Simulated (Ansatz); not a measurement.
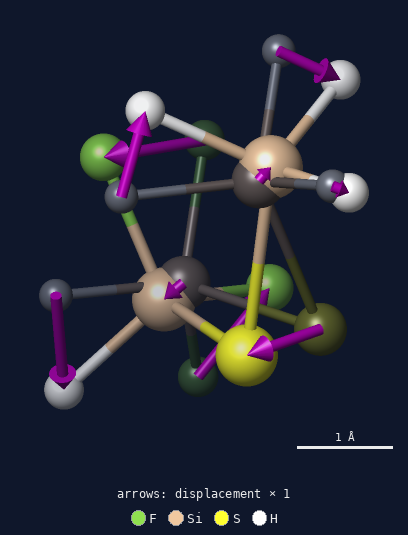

A relaxation of Si$_{2}$H$_{4}$SF$_{2}$ (coarse preliminary run). The starting structure is drawn faded, the final one solid; purple arrows show the displacements, at their true length. The two geometries are superimposed by the best rigid fit.

The picture is a ball-and-stick view, seen from a free direction.

The start comes from a force field.

Theory: RKS PBE-D4/def2-SVP (Ansatz 0.2.0). Settings: force threshold 0.03 eV/Å; at most 200 steps.

Describe the change and its energy.

Answer. After 25 accepted moves (29 points after the start) the energy has fallen by 18.3 kJ/mol. Largest force component: 1.1 eV/Å at the start, 0.023 eV/Å at the end. The line search rejected the trial steps at points 7, 13, 16, 24 of the run. The forces were under the threshold at step 14, but the run went on from there. The atom that moves furthest after the best rigid fit is an H atom (1.41 Å). By element the largest moves are H 1.41 Å, F 1.29 Å, S 0.94 Å, Si 0.27 Å. Near-neighbour distances that change, for instance: S–Si 2.079 → 2.126 Å, F–Si 1.584 → 1.627 Å, S–Si 2.152 → 2.185 Å, H–Si 1.460 → 1.489 Å. Bond angles that change, for instance: S–Si–H 109.9° → 103.4°, Si–S–Si 92.4° → 98.6°, F–Si–S 108.4° → 111.8°. Groups turn about S–Si by about 85°. The run took roughly 110 core-seconds on a shared host.
